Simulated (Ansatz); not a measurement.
**CH$_{4}$ClFGeO (SMILES C[O][GeH]([F])[Cl]): density, localisation and related maps**

Input

```
crystal:
  periodic: [false, false, false]
  atoms:
    - {symbol: C, position_ang: [0.195947, 1.086507, 0.908809]}
    - {symbol: O, position_ang: [-0.331221, -0.219485, 0.770310]}
    - {symbol: Ge, position_ang: [-0.133761, -1.125836, -0.708046]}
    - {symbol: F, position_ang: [-1.270196, -2.404053, -0.565318]}
    - {symbol: Cl, position_ang: [-0.705156, 0.071165, -2.378199]}
    - {symbol: H, position_ang: [1.291067, 1.092688, 0.862348]}
    - {symbol: H, position_ang: [-0.194387, 1.764593, 0.143372]}
    - {symbol: H, position_ang: [-0.108828, 1.454493, 1.889325]}
    - {symbol: H, position_ang: [1.256534, -1.720071, -0.922601]}
basis:
  gaussian: {orbitals: def2-TZVPP}
hamiltonian: {xc: pbe0, dispersion: d4}
output: {orbitals: {seedname: orbitals}}
```

Launched as:

```sh
ansatz run in.yaml --threads 4 --pin off --events-out ev --progress --plain --max-ram 10444MiB
```

Geometry: PBE0-D4/def2-TZVP.

Theory: Ansatz, RKS PBE0-D4/def2-TZVPP.

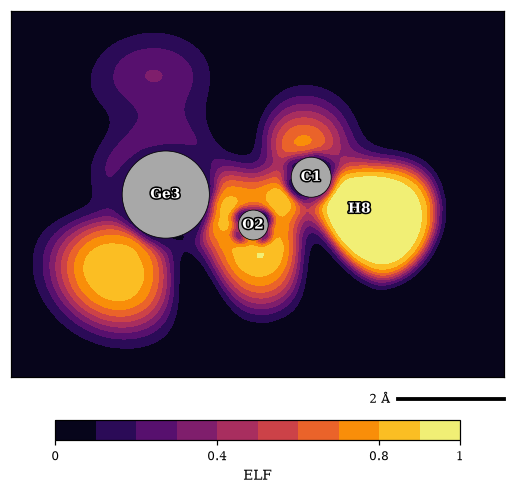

Figure 1. ELF on the plane of atoms C1, O2 and Ge3. Grey discs cover the atomic cores.

Read the bonding off the picture.

- The section cuts through C, O, Ge and H sites.
- C–O (1.42 Å): the ELF peaks at about 0.90 between the atoms; a shared but strongly polarised pair.
- Ge–O (1.75 Å): the ELF peaks at about 0.85 in the valence shell of O, 0.6 Å from its nucleus, and is about 0.35 at the midpoint.
- C–H (1.09 Å): the ELF climbs to about 1 towards the hydrogen, as it does in any bond to H (a covalent bond by its length).
- The ELF also peaks beside F4 and O2, away from the bonds: lone-pair regions.

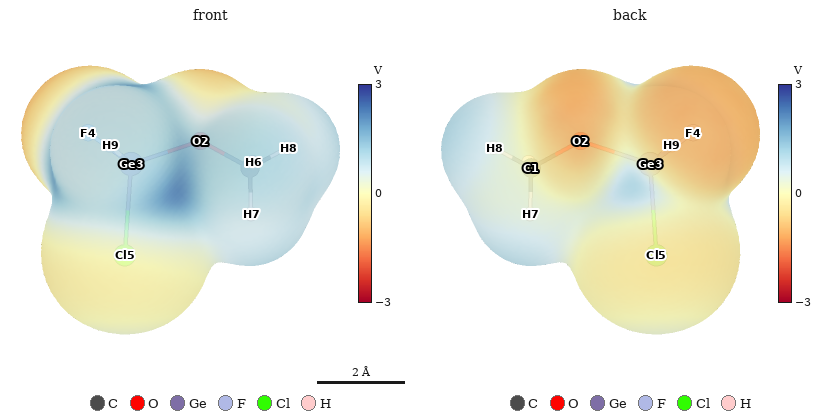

Figure 2. The electrostatic potential painted on the density surface at 0.002 e/bohr³, seen from the front and from behind; red is negative and blue positive.

Which sites attract a positive test charge, and which a negative one?

A positive charge is drawn to the negative regions and a negative charge to the positive ones. The most negative region (about −1.1 V) lies over O2 and F4, the most positive (about +2.1 V) over Ge3.

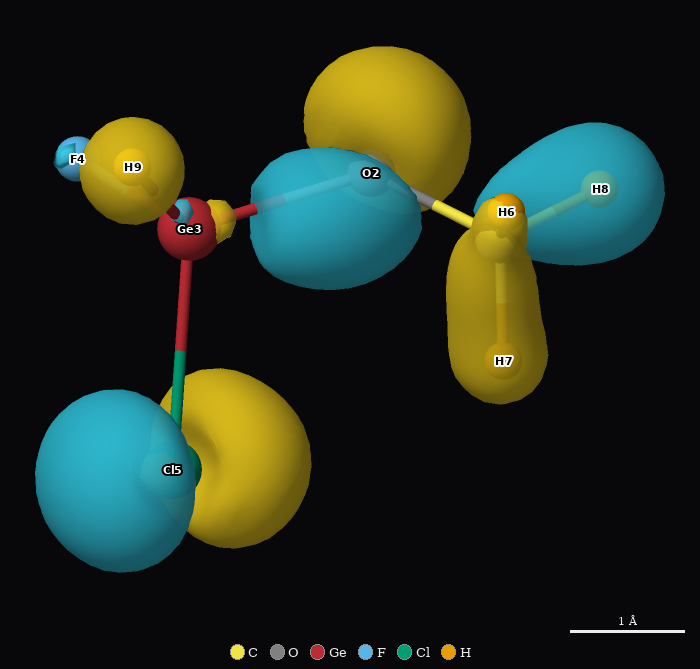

Figure 3. The HOMO−1 at ±0.15 Å⁻³ᐟ² (yellow and cyan are the two phases), seen across its widest extent.

Where does this orbital lie, and at what energy?

By Hirshfeld shares it lies mainly on O2 (about 35 %), Cl5 (about 30 %), C1 (about 10 %), Ge3 (about 10 %) and H8 (about 5 %). Its energy is −9.23 eV.
